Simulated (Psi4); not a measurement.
# BrF (bromine fluoride) at CAM-B3LYP/cc-pwCVQZ (density fitting with def2-universal-jkfit, sweep point 8)

What is the vertical electron affinity of BrF (bromine fluoride) at CAM-B3LYP/cc-pwCVQZ (density fitting with def2-universal-jkfit, sweep point 8)? The job is set up through a Python script.

The calculation is run with Psi4 1.11.

**1. The system as given**

BrF: 2 atoms, total charge 0, spin state singlet. As SMILES, `FBr`. The coordinates come from a PBE0-D4/def2-TZVP relaxation.

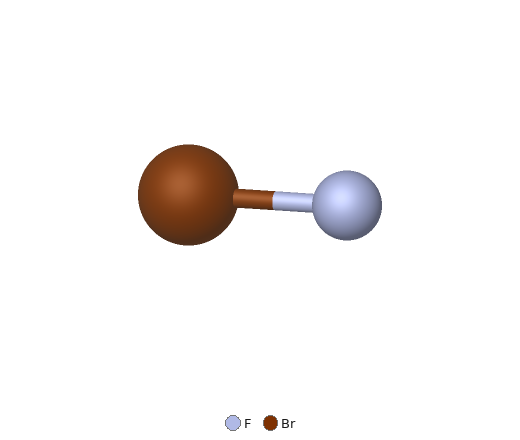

The structure, seen from a chosen angle (fluorine light blue, bromine brown).

**2. A single-point energy at CAM-B3LYP/cc-pwCVQZ (density fitting with def2-universal-jkfit, sweep point 8)**

Input file job.py:

```python
import psi4

psi4.set_memory(1600000000)
psi4.set_num_threads(1)
psi4.core.set_output_file('brf.out', False)

geom = psi4.geometry("""
0 1
F      0.000000     0.000000     0.023210
Br     0.000000     0.000000     1.776730
symmetry c1
""")

psi4.set_options({
    'reference': 'rks',
    'puream': True,
    'scf_type': 'df',
    'dft_radial_points': 99,
    'dft_spherical_points': 590,
    'df_basis_scf': 'def2-universal-jkfit',
})

e = psi4.energy('cam-b3lyp/cc-pwCVQZ', molecule=geom)
print(f'cam-b3lyp/cc-pwCVQZ energy: {e:.10f} Eh')
```

Started as:

```
$ python job.py
```

brf.out:

```text
[...]
  Running in c1 symmetry.
[...]
  Nuclear repulsion =   95.060690132447888
[...]
  Multiplicity = 1
[...]
  Nalpha       = 22
  Nbeta        = 22
[...]
    Number of basis functions: 229
[...]
   @DF-RKS iter   1: -2673.72017444406038   -1.36782e+00   1.13503e-02 DIIS/ADIIS
[...]
   @DF-RKS iter   8: -2674.15013796373842   -8.24998e-08   3.86124e-07 DIIS
[...]
    Orbital Energies [Eh]
    ---------------------
    Doubly Occupied:
       1A   -482.914528     2A    -62.581917     3A    -56.397566
       4A    -56.390804     5A    -56.390804     6A    -24.786258
       7A     -8.831046     8A     -6.667737     9A     -6.647232
      10A     -6.647232    11A     -2.783053    12A     -2.777126
      13A     -2.777126    14A     -2.760638    15A     -2.760638
      16A     -1.295031    17A     -0.878450    18A     -0.576831
      19A     -0.542428    20A     -0.542428    21A     -0.378005
      22A     -0.378005
[...]
  @DF-RKS Final Energy: -2674.15013796373842
   => Energetics <=
    Nuclear Repulsion Energy =             95.0606901324478883
    One-Electron Energy =               -3910.2662488766436581
    Two-Electron Energy =                1220.4037798271954216
    DFT Exchange-Correlation Energy =     -79.3483590467382243
    Empirical Dispersion Energy =           0.0000000000000000
    VV10 Nonlocal Energy =                  0.0000000000000000
    Total Energy =                      -2674.1501379637388709
[...]
 Multipole Moments:
 ------------------------------------------------------------------------------------
     Multipole            Electronic (a.u.)      Nuclear  (a.u.)        Total (a.u.)
 ------------------------------------------------------------------------------------
 L = 1.  Multiply by 2.5417464519 to convert [e a0] to [Debye]
 Dipole X            :         -0.0000000            0.0000000           -0.0000000
 Dipole Y            :         -0.0000000            0.0000000           -0.0000000
 Dipole Z            :          2.0877195           -1.5337389            0.5539806
 Magnitude           :                                                    0.5539806
[...]
```

The script printed:

```text
cam-b3lyp/cc-pwCVQZ energy: -2674.1501379637 Eh
```

It took 28 s on 1 thread of Intel Xeon at 2.70GHz, shared host; peak memory 1.5 GiB.

**3. The doublet anion**

Input file calc.py:

```python
import psi4

psi4.set_memory(1600000000)
psi4.set_num_threads(1)
psi4.core.set_output_file('run.log', False)

mol = psi4.geometry("""
-1 2
F      0.000000     0.000000     0.023210
Br     0.000000     0.000000     1.776730
symmetry c1
""")

psi4.set_options({
    'basis': 'cc-pwCVQZ',
    'reference': 'uks',
    'puream': True,
    'scf_type': 'df',
    'dft_radial_points': 99,
    'dft_spherical_points': 590,
    'maxiter': 100,
    'df_basis_scf': 'def2-universal-jkfit',
})

result = psi4.energy('cam-b3lyp', molecule=mol)
print(f'total energy {result:.8f} hartree = {result * 27.211386:.5f} eV')
```

Started as:

```
$ python calc.py
```

run.log:

```text
[...]
  Running in c1 symmetry.
[...]
  Nuclear repulsion =   95.060690132447888
[...]
  Multiplicity = 2
[...]
  Nalpha       = 23
  Nbeta        = 22
[...]
    Number of basis functions: 229
[...]
   @DF-UKS iter   1: -2673.58648658799530   -1.23413e+00   1.19254e-02 ADIIS/DIIS
[...]
   @DF-UKS iter   9: -2674.18062302138333   -7.26077e-08   2.78320e-07 DIIS
[...]
   @S^2 Observed:                7.529880772E-01
[...]
    Orbital Energies [Eh]
    ---------------------
    Alpha Occupied:
       1A   -482.588480     2A    -62.256644     3A    -56.071046
       4A    -56.066388     5A    -56.066388     6A    -24.451901
       7A     -8.507931     8A     -6.340102     9A     -6.326865
      10A     -6.326865    11A     -2.456313    12A     -2.452208
      13A     -2.452208    14A     -2.442215    15A     -2.442215
      16A     -0.995112    17A     -0.587480    18A     -0.307090
      19A     -0.247209    20A     -0.247209    21A     -0.092680
      22A     -0.092680    23A      0.016911
    Alpha Virtual:
      24A      0.379052    25A      0.379052    26A      0.396582
[...]
  @DF-UKS Final Energy: -2674.18062302138333
   => Energetics <=
    Nuclear Repulsion Energy =             95.0606901324478883
    One-Electron Energy =               -3924.1859441616088588
    Two-Electron Energy =                1234.4967339680051737
    DFT Exchange-Correlation Energy =     -79.5521029602272876
    Empirical Dispersion Energy =           0.0000000000000000
    VV10 Nonlocal Energy =                  0.0000000000000000
    Total Energy =                      -2674.1806230213833260
[...]
 Multipole Moments:
 ------------------------------------------------------------------------------------
     Multipole            Electronic (a.u.)      Nuclear  (a.u.)        Total (a.u.)
 ------------------------------------------------------------------------------------
 L = 1.  Multiply by 2.5417464519 to convert [e a0] to [Debye]
 Dipole X            :         -0.0000000            0.0000000           -0.0000000
 Dipole Y            :         -0.0000000            0.0000000           -0.0000000
 Dipole Z            :          1.7835556           -1.5337389            0.2498167
 Magnitude           :                                                    0.2498167
[...]
```

On the terminal:

```text
total energy -2674.18062302 hartree = -72768.16117 eV
```

Wall time 34 s (1 thread of Intel Xeon at 2.70GHz, shared host); peak memory 1.5 GiB.

**4. Outcome**

Level: CAM-B3LYP/cc-pwCVQZ (density fitting with def2-universal-jkfit, sweep point 8).

| quantity | value |
| --- | --- |
| singlet BrF: total energy | -2674.15014 Eh |
| singlet BrF: dipole moment | 1.41 D |
| singlet BrF: HOMO energy | -10.29 eV |
| singlet BrF: LUMO energy | -2.17 eV |
| singlet BrF: HOMO–LUMO gap | 8.12 eV |
| doublet anion: total energy | -2674.18062 Eh |
| doublet anion: HOMO energy (highest over α and β) | 0.46 eV |
| doublet anion: LUMO energy (lowest over α and β) | 6.10 eV |
| doublet anion: ⟨S²⟩ | 0.753 |
| vertical electron affinity (to the doublet anion) | 0.830 eV |

What this shows: At fixed nuclei the extra electron is bound by 0.83 eV (19.1 kcal/mol). The basis has no diffuse functions, so the error can be as large as this value. The HOMO (doublet anion) lies at positive energy, 0.46 eV; only total energies tell whether the electron is bound.
